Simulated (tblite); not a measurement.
# Geometry relaxation of C3H6F5PSi (part 2 of 2)

C3H6F5PSi, SMILES CP([SiH3])C(F)(F)C(F)(F)F; GFN2-xTB geometry optimisation, gas phase (tblite 0.8.0). 

Geometry of the input (Å):
```
C  1.6605  1.4026  0.4720
P  0.5903  0.4800  -0.7043
Si 1.1874  -1.6007  -0.2486
C  -1.0062  0.5569  0.1172
F  -0.6814  0.2756  1.4175
F  -1.2127  1.8887  0.0452
C  -2.2211  -0.2314  -0.3648
F  -3.3247  0.0712  0.3648
F  -2.0399  -1.5785  -0.2556
F  -2.5184  0.0220  -1.6555
H  1.5922  1.0326  1.4991
H  1.3565  2.4573  0.4874
H  2.6950  1.3641  0.1695
H  2.6116  -1.7736  -0.6055
H  0.3355  -2.4842  -1.0768
H  0.9680  -1.8736  1.1993
```

**Trajectory as extended XYZ, continued**
```
16
Properties=species:S:1:pos:R:3:forces:R:3 step=33 energy=-1017.70088
C     1.6394    1.3882    0.3828   -0.0030   0.0010  -0.0130
P     0.5572    0.4431   -0.7744   -0.0140   0.0100  -0.0600
Si    1.1579   -1.6616   -0.2207    0.0180  -0.0270   0.0080
C    -0.9972    0.6094    0.2690   -0.0110  -0.0010  -0.0180
F    -0.8580    0.2248    1.5675    0.0130  -0.0350  -0.0140
F    -1.3511    1.9196    0.3205   -0.0070  -0.0200   0.0130
C    -2.1545   -0.1750   -0.3511   -0.0210  -0.0010   0.0070
F    -3.3340    0.0893    0.1996   -0.0520   0.0460   0.0180
F    -1.9524   -1.4934   -0.2299    0.0390  -0.0220   0.0170
F    -2.2443    0.0870   -1.6560    0.0140   0.0130  -0.0120
H     1.5863    0.9997    1.3986   -0.0060  -0.0090   0.0140
H     1.3337    2.4339    0.3691    0.0180   0.0330   0.0090
H     2.6604    1.3128    0.0135    0.0040   0.0130  -0.0040
H     2.5882   -1.6474   -0.5394   -0.0090  -0.0230   0.0390
H     0.4308   -2.5829   -1.0855    0.0000   0.0270  -0.0110
H     0.9301   -1.9384    1.1973    0.0180  -0.0050   0.0070
16
Properties=species:S:1:pos:R:3:forces:R:3 step=35 energy=-1017.70229
C     1.6435    1.3919    0.3765   -0.0130  -0.0090  -0.0160
P     0.5543    0.4470   -0.7754   -0.0440   0.0050  -0.0360
Si    1.1543   -1.6566   -0.2173    0.0500  -0.0590   0.0090
C    -1.0018    0.6045    0.2726    0.0470   0.0150  -0.0100
F    -0.8585    0.2052    1.5659    0.0140  -0.0180   0.0070
F    -1.3546    1.9145    0.3383   -0.0060  -0.0320   0.0140
C    -2.1598   -0.1749   -0.3514    0.0320   0.0110  -0.0030
F    -3.3407    0.0988    0.1914   -0.0400   0.0300  -0.0120
F    -1.9634   -1.4936   -0.2279    0.0210  -0.0320   0.0350
F    -2.2331    0.0841   -1.6579   -0.0370   0.0240  -0.0300
H     1.5939    1.0044    1.3923   -0.0050  -0.0190   0.0300
H     1.3418    2.4385    0.3657    0.0130   0.0360  -0.0050
H     2.6630    1.3121    0.0021   -0.0130   0.0150   0.0000
H     2.5881   -1.6435   -0.5242   -0.0210  -0.0160   0.0320
H     0.4374   -2.5801   -1.0896   -0.0020   0.0400   0.0010
H     0.9280   -1.9432    1.2000    0.0050   0.0090  -0.0130
16
Properties=species:S:1:pos:R:3:forces:R:3 step=38 energy=-1017.70366
C     1.6451    1.3955    0.3720   -0.0230   0.0000   0.0060
P     0.5519    0.4511   -0.7804    0.0150  -0.0250   0.0250
Si    1.1553   -1.6556   -0.2142    0.0000   0.0130  -0.0030
C    -1.0015    0.6007    0.2714    0.0030  -0.0170   0.0110
F    -0.8558    0.1878    1.5610    0.0230   0.0020   0.0050
F    -1.3584    1.9078    0.3503    0.0090  -0.0030   0.0170
C    -2.1631   -0.1750   -0.3527    0.0050   0.0040  -0.0100
F    -3.3451    0.1089    0.1870    0.0360  -0.0030  -0.0370
F    -1.9721   -1.4951   -0.2227   -0.0040   0.0290   0.0120
F    -2.2338    0.0818   -1.6607   -0.0320  -0.0050   0.0090
H     1.5970    1.0056    1.3886   -0.0090  -0.0010  -0.0180
H     1.3499    2.4453    0.3652    0.0000  -0.0140  -0.0130
H     2.6645    1.3144   -0.0035   -0.0290   0.0040  -0.0010
H     2.5883   -1.6477   -0.5080    0.0400  -0.0050   0.0050
H     0.4401   -2.5710   -1.0938   -0.0170   0.0120  -0.0110
H     0.9299   -1.9456    1.2015   -0.0160   0.0110   0.0030
16
Properties=species:S:1:pos:R:3:forces:R:3 step=40 energy=-1017.70424
C     1.6432    1.3962    0.3695   -0.0040   0.0040   0.0080
P     0.5497    0.4502   -0.7806    0.0360  -0.0150   0.0100
Si    1.1564   -1.6555   -0.2130   -0.0020   0.0170  -0.0040
C    -1.0006    0.5987    0.2734   -0.0230  -0.0090   0.0080
F    -0.8521    0.1810    1.5612    0.0090  -0.0050  -0.0010
F    -1.3583    1.9048    0.3591    0.0160   0.0100   0.0120
C    -2.1627   -0.1739   -0.3539   -0.0180  -0.0020  -0.0020
F    -3.3465    0.1125    0.1796    0.0190   0.0070   0.0050
F    -1.9743   -1.4936   -0.2188   -0.0010   0.0160  -0.0100
F    -2.2345    0.0819   -1.6620    0.0120  -0.0170   0.0080
H     1.5976    1.0058    1.3859   -0.0140   0.0050  -0.0130
H     1.3528    2.4472    0.3627   -0.0240  -0.0160  -0.0100
H     2.6615    1.3150   -0.0075   -0.0080  -0.0080  -0.0070
H     2.5909   -1.6483   -0.5004    0.0330  -0.0030  -0.0010
H     0.4407   -2.5670   -1.0964   -0.0120   0.0070  -0.0090
H     0.9286   -1.9459    1.2021   -0.0190   0.0090   0.0040
16
Properties=species:S:1:pos:R:3:forces:R:3 step=42 energy=-1017.70453
C     1.6426    1.3968    0.3673    0.0070   0.0000  -0.0020
P     0.5490    0.4491   -0.7793    0.0020   0.0030  -0.0070
Si    1.1568   -1.6545   -0.2121    0.0180  -0.0110   0.0000
C    -1.0016    0.5967    0.2763    0.0060   0.0080  -0.0040
F    -0.8504    0.1748    1.5624   -0.0040  -0.0090  -0.0030
F    -1.3576    1.9029    0.3677    0.0170   0.0050   0.0060
C    -2.1634   -0.1731   -0.3545   -0.0010   0.0020   0.0060
F    -3.3479    0.1160    0.1739   -0.0110   0.0120   0.0250
F    -1.9770   -1.4923   -0.2173   -0.0020  -0.0110  -0.0080
F    -2.2314    0.0809   -1.6629    0.0210  -0.0100  -0.0060
H     1.5991    1.0071    1.3833   -0.0130   0.0020   0.0090
H     1.3538    2.4477    0.3594   -0.0330  -0.0020  -0.0070
H     2.6596    1.3144   -0.0125    0.0070  -0.0080  -0.0060
H     2.5938   -1.6463   -0.4951    0.0030  -0.0040   0.0030
H     0.4418   -2.5650   -1.0984   -0.0020   0.0150   0.0000
H     0.9251   -1.9462    1.2027   -0.0150   0.0090  -0.0070
16
Properties=species:S:1:pos:R:3:forces:R:3 step=44 energy=-1017.70486
C     1.6426    1.3976    0.3658    0.0020  -0.0060  -0.0100
P     0.5501    0.4481   -0.7789   -0.0340   0.0090  -0.0160
Si    1.1591   -1.6541   -0.2113    0.0170  -0.0190   0.0020
C    -1.0018    0.5949    0.2778    0.0330   0.0070  -0.0100
F    -0.8489    0.1680    1.5621   -0.0110  -0.0070  -0.0040
F    -1.3555    1.9014    0.3750    0.0150  -0.0050  -0.0010
C    -2.1645   -0.1724   -0.3547    0.0200   0.0050   0.0090
F    -3.3486    0.1208    0.1721   -0.0130   0.0050   0.0150
F    -1.9803   -1.4917   -0.2165   -0.0080  -0.0170   0.0050
F    -2.2285    0.0784   -1.6639    0.0100   0.0050  -0.0060
H     1.5986    1.0085    1.3818   -0.0040   0.0040   0.0170
H     1.3515    2.4478    0.3561   -0.0220   0.0040  -0.0050
H     2.6585    1.3136   -0.0166    0.0100   0.0040   0.0070
H     2.5979   -1.6464   -0.4899   -0.0150  -0.0060   0.0040
H     0.4415   -2.5604   -1.1005    0.0080   0.0130   0.0040
H     0.9207   -1.9451    1.2027   -0.0090   0.0060  -0.0110
16
Properties=species:S:1:pos:R:3:forces:R:3 step=46 energy=-1017.70511
C     1.6418    1.3980    0.3655   -0.0100  -0.0060  -0.0070
P     0.5509    0.4476   -0.7804   -0.0170  -0.0010  -0.0130
Si    1.1624   -1.6549   -0.2112   -0.0080   0.0070  -0.0020
C    -0.9999    0.5944    0.2766    0.0120  -0.0080  -0.0010
F    -0.8473    0.1644    1.5602   -0.0060  -0.0040   0.0000
F    -1.3522    1.9008    0.3772    0.0140  -0.0060  -0.0060
C    -2.1644   -0.1720   -0.3545    0.0100  -0.0010   0.0030
F    -3.3478    0.1238    0.1742    0.0110  -0.0020  -0.0040
F    -1.9822   -1.4918   -0.2157   -0.0090  -0.0010   0.0120
F    -2.2290    0.0764   -1.6643    0.0040   0.0120   0.0080
H     1.5957    1.0089    1.3820    0.0030   0.0100   0.0000
H     1.3471    2.4475    0.3548   -0.0030  -0.0060  -0.0030
H     2.6581    1.3138   -0.0165    0.0010   0.0140   0.0180
H     2.6010   -1.6499   -0.4869   -0.0070  -0.0050   0.0010
H     0.4400   -2.5550   -1.1019    0.0100  -0.0030  -0.0020
H     0.9182   -1.9429    1.2019   -0.0050   0.0000  -0.0030
16
Properties=species:S:1:pos:R:3:forces:R:3 step=49 energy=-1017.70535
C     1.6397    1.3974    0.3639   -0.0030   0.0070   0.0030
P     0.5493    0.4469   -0.7833    0.0300  -0.0060   0.0040
Si    1.1632   -1.6543   -0.2114   -0.0150   0.0110  -0.0040
C    -0.9973    0.5927    0.2764   -0.0150  -0.0100   0.0100
F    -0.8465    0.1608    1.5594    0.0070  -0.0030   0.0080
F    -1.3470    1.8997    0.3790    0.0050  -0.0020  -0.0050
C    -2.1632   -0.1717   -0.3537   -0.0100  -0.0040  -0.0020
F    -3.3463    0.1258    0.1745    0.0100   0.0070  -0.0010
F    -1.9846   -1.4920   -0.2134    0.0020   0.0050   0.0020
F    -2.2275    0.0767   -1.6636    0.0040   0.0030   0.0060
H     1.5940    1.0108    1.3817   -0.0070   0.0010  -0.0130
H     1.3431    2.4464    0.3528    0.0000  -0.0020  -0.0050
H     2.6575    1.3158   -0.0145   -0.0050   0.0100   0.0060
H     2.6020   -1.6526   -0.4841   -0.0020  -0.0010   0.0000
H     0.4410   -2.5520   -1.1036    0.0050  -0.0160  -0.0090
H     0.9151   -1.9415    1.2009   -0.0050  -0.0010   0.0020
16
Properties=species:S:1:pos:R:3:forces:R:3 step=51 energy=-1017.70547
C     1.6388    1.3976    0.3621    0.0050   0.0120   0.0040
P     0.5491    0.4463   -0.7842    0.0120   0.0000   0.0100
Si    1.1626   -1.6531   -0.2114   -0.0020  -0.0120  -0.0020
C    -0.9969    0.5905    0.2782    0.0050  -0.0010   0.0020
F    -0.8462    0.1563    1.5603    0.0090  -0.0010   0.0050
F    -1.3439    1.8981    0.3826   -0.0010  -0.0040  -0.0020
C    -2.1631   -0.1716   -0.3533   -0.0010   0.0010   0.0020
F    -3.3460    0.1287    0.1727   -0.0070   0.0090   0.0030
F    -1.9872   -1.4919   -0.2118    0.0020  -0.0020  -0.0020
F    -2.2240    0.0772   -1.6632   -0.0010  -0.0010  -0.0020
H     1.5941    1.0128    1.3802   -0.0120  -0.0070  -0.0010
H     1.3414    2.4459    0.3499   -0.0050   0.0120  -0.0050
H     2.6569    1.3173   -0.0150    0.0030   0.0070  -0.0030
H     2.6023   -1.6524   -0.4812   -0.0090   0.0000   0.0020
H     0.4430   -2.5516   -1.1054    0.0050  -0.0120  -0.0060
H     0.9115   -1.9413    1.2005   -0.0030   0.0000  -0.0030
16
Properties=species:S:1:pos:R:3:forces:R:3 step=53 energy=-1017.70558
C     1.6384    1.3988    0.3613    0.0060   0.0080   0.0010
P     0.5506    0.4456   -0.7842   -0.0190   0.0030   0.0040
Si    1.1618   -1.6533   -0.2116    0.0050  -0.0240   0.0000
C    -0.9960    0.5886    0.2794    0.0200   0.0050  -0.0070
F    -0.8451    0.1531    1.5612    0.0070   0.0040  -0.0040
F    -1.3415    1.8966    0.3844   -0.0030  -0.0040   0.0030
C    -2.1631   -0.1715   -0.3529    0.0100   0.0060   0.0050
F    -3.3456    0.1318    0.1722   -0.0080   0.0030   0.0010
F    -1.9890   -1.4919   -0.2108   -0.0050  -0.0040  -0.0040
F    -2.2220    0.0773   -1.6629   -0.0040  -0.0030  -0.0020
H     1.5926    1.0137    1.3789   -0.0080  -0.0030   0.0100
H     1.3394    2.4466    0.3475   -0.0040   0.0160   0.0000
H     2.6567    1.3195   -0.0150    0.0080   0.0060  -0.0030
H     2.6019   -1.6528   -0.4791   -0.0060  -0.0010   0.0020
H     0.4448   -2.5523   -1.1074    0.0040  -0.0090  -0.0030
H     0.9087   -1.9409    1.1999   -0.0030  -0.0030  -0.0030
16
Properties=species:S:1:pos:R:3:forces:R:3 step=55 energy=-1017.70569
C     1.6377    1.4007    0.3612   -0.0010   0.0000  -0.0020
P     0.5520    0.4450   -0.7845   -0.0160  -0.0010  -0.0060
Si    1.1612   -1.6550   -0.2124    0.0020  -0.0120   0.0000
C    -0.9937    0.5871    0.2794    0.0060   0.0060  -0.0060
F    -0.8426    0.1513    1.5613    0.0050   0.0070  -0.0080
F    -1.3385    1.8952    0.3844   -0.0040   0.0030   0.0080
C    -2.1625   -0.1712   -0.3520    0.0060   0.0030   0.0020
F    -3.3447    0.1346    0.1731    0.0050  -0.0020   0.0000
F    -1.9904   -1.4920   -0.2097   -0.0080   0.0010  -0.0040
F    -2.2218    0.0775   -1.6622   -0.0020  -0.0050   0.0020
H     1.5889    1.0139    1.3783    0.0010   0.0110   0.0070
H     1.3361    2.4481    0.3456    0.0010   0.0040   0.0070
H     2.6569    1.3230   -0.0133    0.0030   0.0050   0.0010
H     2.6010   -1.6550   -0.4774    0.0070  -0.0010  -0.0010
H     0.4464   -2.5537   -1.1100    0.0000  -0.0090  -0.0030
H     0.9062   -1.9404    1.1990   -0.0050  -0.0080   0.0030
16
Properties=species:S:1:pos:R:3:forces:R:3 step=57 energy=-1017.70575
C     1.6373    1.4016    0.3611   -0.0050  -0.0020  -0.0020
P     0.5519    0.4447   -0.7851    0.0100  -0.0040  -0.0050
Si    1.1610   -1.6565   -0.2127   -0.0010   0.0020  -0.0010
C    -0.9923    0.5868    0.2791   -0.0110   0.0040   0.0010
F    -0.8409    0.1510    1.5608    0.0060   0.0030  -0.0020
F    -1.3373    1.8948    0.3849   -0.0050   0.0060   0.0060
C    -2.1619   -0.1710   -0.3516   -0.0040  -0.0020  -0.0040
F    -3.3440    0.1356    0.1736    0.0080   0.0010   0.0030
F    -1.9915   -1.4920   -0.2095   -0.0020   0.0020  -0.0010
F    -2.2219    0.0772   -1.6618    0.0010  -0.0020  -0.0010
H     1.5873    1.0147    1.3785    0.0040   0.0140  -0.0030
H     1.3348    2.4490    0.3453    0.0030  -0.0060   0.0060
H     2.6571    1.3249   -0.0123   -0.0060   0.0030   0.0030
H     2.6009   -1.6563   -0.4766    0.0080  -0.0010  -0.0010
H     0.4471   -2.5550   -1.1113   -0.0010  -0.0080  -0.0020
H     0.9049   -1.9408    1.1987   -0.0050  -0.0100   0.0010
16
Properties=species:S:1:pos:R:3:forces:R:3 step=60 energy=-1017.70584
C     1.6365    1.4028    0.3602   -0.0010   0.0000   0.0010
P     0.5523    0.4438   -0.7858    0.0070   0.0000   0.0040
Si    1.1607   -1.6584   -0.2131    0.0020   0.0040  -0.0010
C    -0.9916    0.5865    0.2793    0.0000   0.0010   0.0000
F    -0.8382    0.1495    1.5604    0.0020  -0.0020   0.0010
F    -1.3364    1.8943    0.3879   -0.0040   0.0000  -0.0030
C    -2.1617   -0.1707   -0.3513   -0.0020   0.0000  -0.0020
F    -3.3429    0.1382    0.1736   -0.0030   0.0030   0.0030
F    -1.9942   -1.4920   -0.2092    0.0060   0.0000   0.0050
F    -2.2206    0.0766   -1.6617   -0.0010   0.0030  -0.0040
H     1.5866    1.0182    1.3782    0.0030   0.0020   0.0010
H     1.3334    2.4499    0.3446   -0.0040  -0.0020  -0.0030
H     2.6567    1.3278   -0.0121   -0.0030  -0.0020  -0.0010
H     2.6017   -1.6569   -0.4748   -0.0030  -0.0030   0.0020
H     0.4488   -2.5578   -1.1135    0.0040   0.0020   0.0060
H     0.9013   -1.9428    1.1981   -0.0020  -0.0090  -0.0090
16
Properties=species:S:1:pos:R:3:forces:R:3 step=62 energy=-1017.70586
C     1.6361    1.4032    0.3602    0.0020   0.0020   0.0030
P     0.5532    0.4435   -0.7857   -0.0080   0.0020   0.0020
Si    1.1609   -1.6587   -0.2134    0.0010   0.0010   0.0000
C    -0.9914    0.5865    0.2792    0.0060  -0.0010  -0.0030
F    -0.8373    0.1492    1.5602   -0.0010   0.0000  -0.0030
F    -1.3365    1.8943    0.3881   -0.0010  -0.0030  -0.0030
C    -2.1617   -0.1707   -0.3513    0.0030   0.0030   0.0030
F    -3.3426    0.1391    0.1742   -0.0020  -0.0010  -0.0020
F    -1.9943   -1.4919   -0.2088    0.0030   0.0030   0.0020
F    -2.2206    0.0767   -1.6618   -0.0030   0.0010   0.0020
H     1.5864    1.0193    1.3783    0.0020  -0.0020   0.0060
H     1.3326    2.4500    0.3443   -0.0050   0.0030  -0.0050
H     2.6564    1.3286   -0.0117    0.0030  -0.0010  -0.0030
H     2.6018   -1.6576   -0.4744   -0.0010  -0.0020   0.0020
H     0.4493   -2.5584   -1.1137    0.0030   0.0030   0.0040
H     0.9001   -1.9439    1.1973   -0.0010  -0.0090  -0.0050
16
Properties=species:S:1:pos:R:3:forces:R:3 step=64 energy=-1017.70589
C     1.6357    1.4037    0.3604    0.0030   0.0020   0.0030
P     0.5537    0.4433   -0.7856   -0.0090   0.0030  -0.0020
Si    1.1611   -1.6589   -0.2137   -0.0010   0.0000   0.0010
C    -0.9909    0.5865    0.2788    0.0010  -0.0010   0.0000
F    -0.8362    0.1490    1.5596   -0.0040   0.0010  -0.0020
F    -1.3366    1.8941    0.3880    0.0030  -0.0010  -0.0030
C    -2.1615   -0.1703   -0.3512    0.0020   0.0020   0.0040
F    -3.3422    0.1399    0.1749    0.0030  -0.0030  -0.0050
F    -1.9941   -1.4916   -0.2080    0.0000   0.0040  -0.0020
F    -2.2209    0.0769   -1.6618   -0.0030  -0.0030   0.0070
H     1.5863    1.0205    1.3788    0.0010  -0.0020   0.0040
H     1.3311    2.4503    0.3436   -0.0020   0.0030  -0.0040
H     2.6560    1.3295   -0.0113    0.0040   0.0010  -0.0030
H     2.6019   -1.6588   -0.4737    0.0050  -0.0010   0.0010
H     0.4502   -2.5590   -1.1136   -0.0010   0.0010  -0.0030
H     0.8988   -1.9462    1.1959   -0.0020  -0.0070   0.0030
```

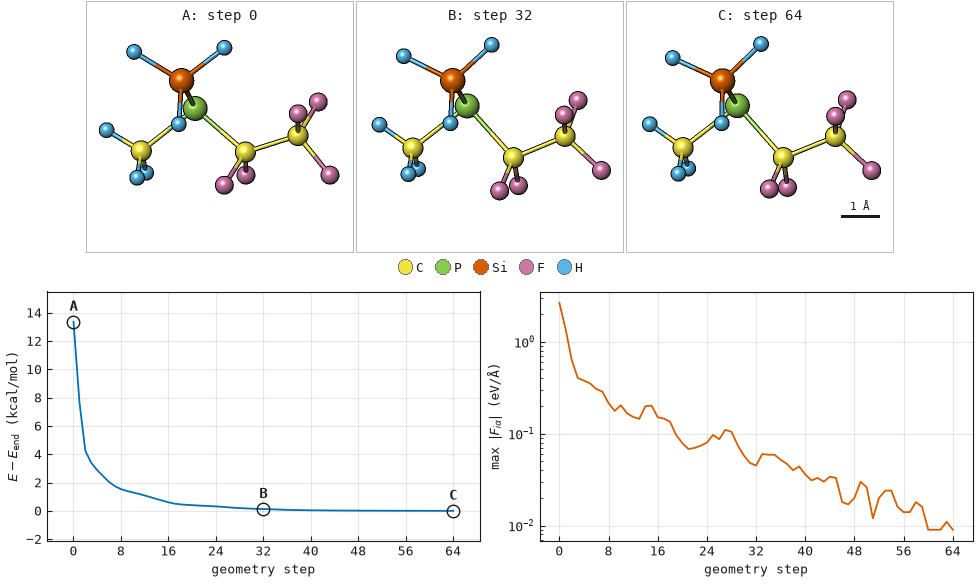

Figure 1. Frames of the relaxation (ball-and-stick view, seen at a tilt) above the curves, on which the letters mark them (steps are counted from 0).

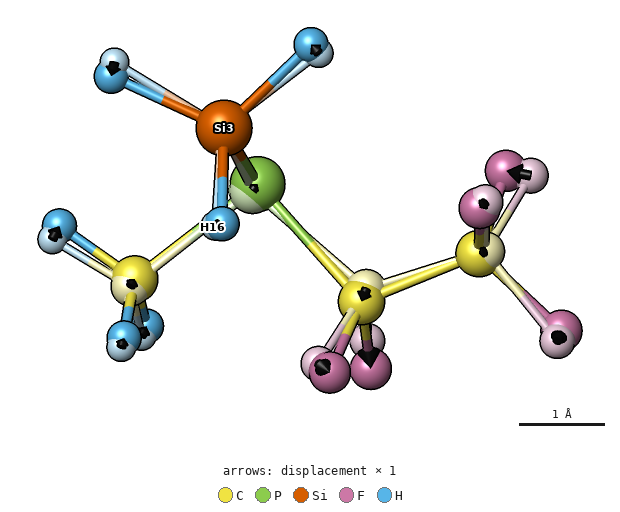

Figure 2. Start (faint) and end (solid) with the displacements as black arrows, at true length (ball-and-stick view, seen at a tilt). The two geometries are laid on each other by the best rigid fit. The atom that moves furthest after the best rigid fit is F6 (0.37 Å). Largest moves by element: F 0.37 Å, H 0.19 Å, C 0.17 Å, P 0.10 Å, Si 0.07 Å. Distances before and after: P2–C4 1.797 → 1.881 Å, P2–Si3 2.212 → 2.262 Å, C7–F8 1.357 → 1.329 Å, Si3–H16 1.490 → 1.462 Å. Among the angles that change: P2–C4–F5 102.4° → 114.5°, P2–C4–C7 122.7° → 111.0°, P2–C4–F6 98.8° → 109.2°. After 64 geometry steps the energy has fallen by 13.4 kcal/mol. Largest force component: 2.7 eV/Å at the start, 0.009 eV/Å at the end. (Atoms are counted from 1 in the order of the input.)
